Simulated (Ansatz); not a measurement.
AlFH3NSi

The calculation's input:

```
crystal:
  periodic: [false, false, false]
  atoms:
    - {symbol: Al, position_ang: [-1.323082, 2.014315, -0.852785]}
    - {symbol: F, position_ang: [-1.065915, 0.825953, 0.634957]}
    - {symbol: "N", position_ang: [-2.120016, 0.387821, -1.456153]}
    - {symbol: Si, position_ang: [-1.869990, -0.610927, -0.128171]}
    - {symbol: H, position_ang: [-2.580923, 0.132637, -2.321725]}
    - {symbol: H, position_ang: [-2.325632, 3.157606, -0.392512]}
    - {symbol: H, position_ang: [0.109063, 2.357554, -1.448824]}
basis:
  gaussian: {orbitals: def2-TZVPD}
hamiltonian: {xc: pbe0}
output: {forces: true, orbitals: {seedname: orbitals}}
```

Command:

```sh
ansatz run input.yaml --threads 1 --pin off --max-ram 2610MiB --events-out events.jsonl --progress --plain --runs-dir runs
```

Geometry: B3LYP/6-31G*.

All numbers below come from isolated molecule in a Gaussian basis; Kohn-Sham density functional theory, functional PBE0 (Ansatz 0.2.0).

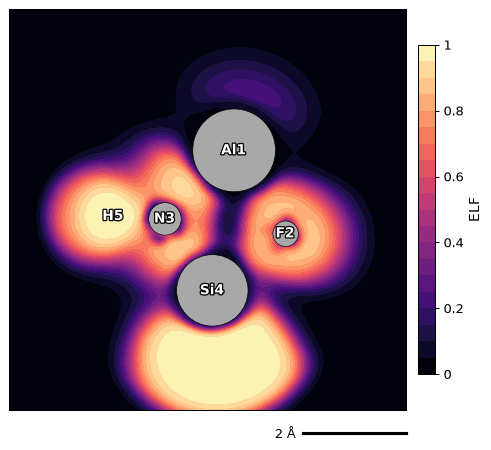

Figure 1. ELF on the plane of atoms F2, Si4 and N3. Grey discs cover the atomic cores.

**Describe what can be read from this map.**

- The section cuts through Al, F, N, Si and H sites.
- Si–N (1.68 Å): the ELF peaks at about 0.90 between the atoms; a shared but strongly polarised pair.
- Si–F (1.81 Å): the ELF peaks at about 0.85 in the valence shell of F, 0.6 Å from its nucleus, and is about 0.50 at the midpoint.
- Al–N (1.91 Å): the ELF peaks at about 0.90 in the valence shell of N, 0.7 Å from its nucleus, and is about 0.65 at the midpoint.
- Al–F (1.92 Å): the ELF peaks at about 0.85 in the valence shell of F, 0.5 Å from its nucleus, and is about 0.35 at the midpoint.
- Al–Si (2.78 Å): the ELF is about 0.15 at the midpoint.
- The ELF also peaks beside Si4 and F2, away from the bonds: lone-pair regions.

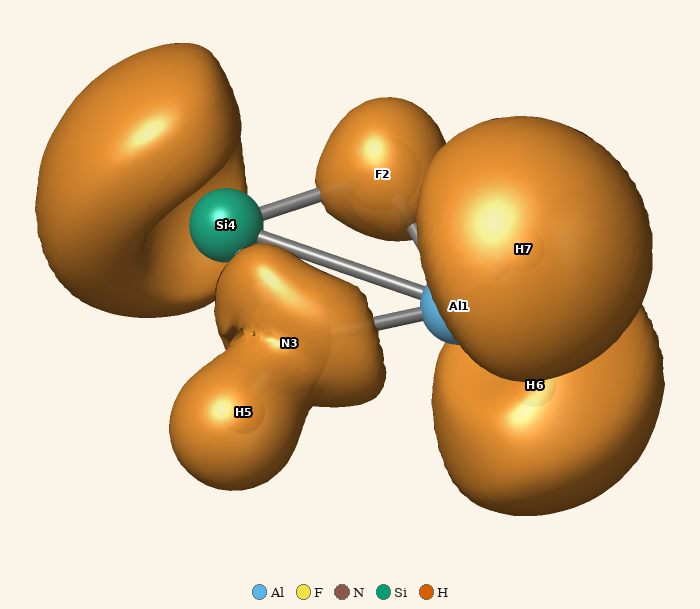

Figure 2. Isosurface of the ELF at 0.75 (orange), seen at a tilt. Core shells and regions of very low density are left out.

**What do the ELF domains correspond to?**

At this value the surface marks out two regions around hydrogen nuclei, one lobe on Si, pointing away from the bonds (lone pairs), one region wrapped around F (its valence shell) and one joined region spread over several atoms (H, N), in which their bonds and any lone pairs are merged.

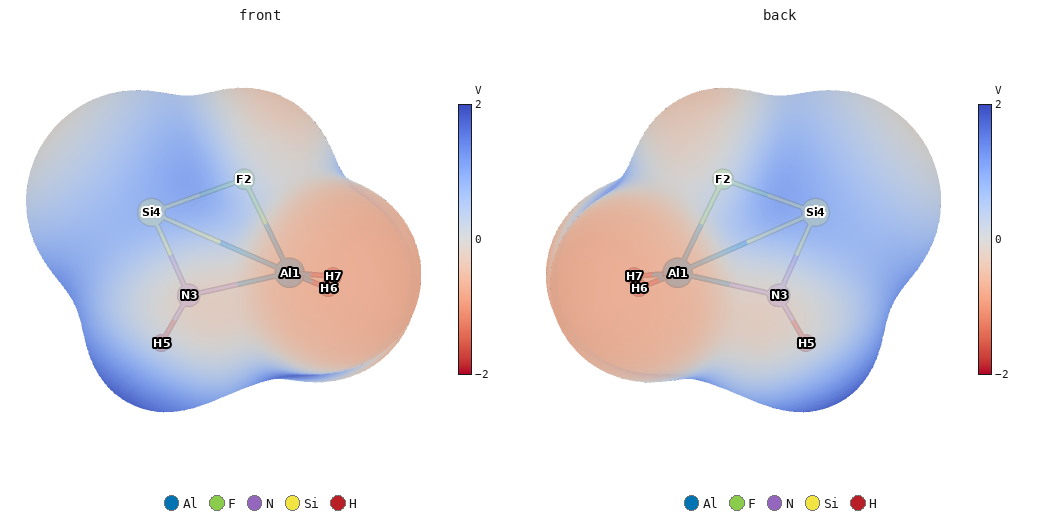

Figure 3. The molecular electrostatic potential painted on the density surface at 0.001 e/bohr³, seen from the front and from behind; the colour scale runs from red (negative) to blue (positive).

**Which sites attract a positive test charge, and which a negative one?**

A positive charge is drawn to the negative regions and a negative charge to the positive ones. The most negative region (about −0.7 V) lies over H6 and H7, the most positive (about +1.7 V) over Al1 and H5.

**How polar is the molecule by this calculation?**

Its dipole moment is 2.56 D.

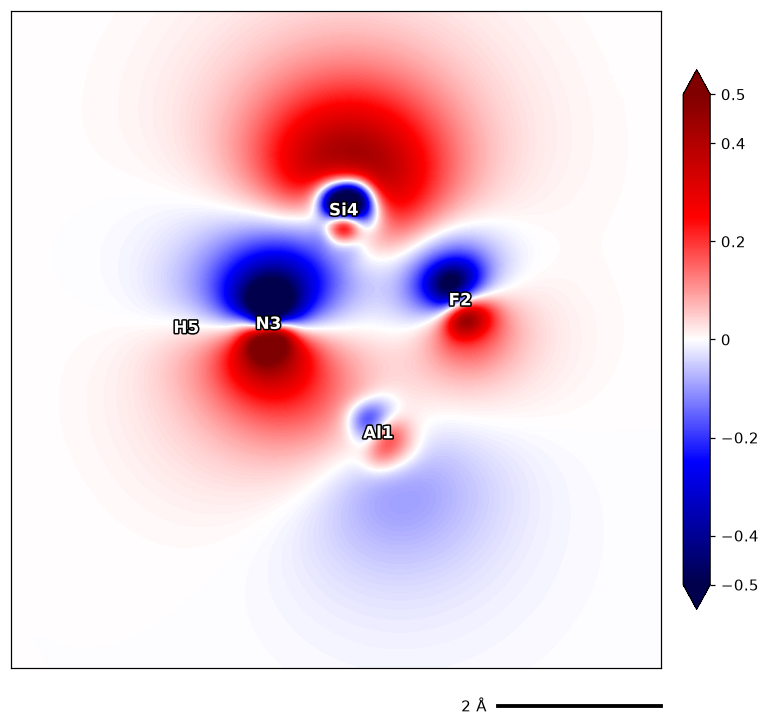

Figure 4. The HOMO−1 on the plane of atoms Si4, N3 and H5 (values in Å⁻³ᐟ²; the overall sign is arbitrary).

**What is the character of this orbital?**

Its weight (Hirshfeld) is mainly on Si4 (about 60 %), N3 (about 20 %) and Al1 (about 5 %). Its energy is −7.86 eV.
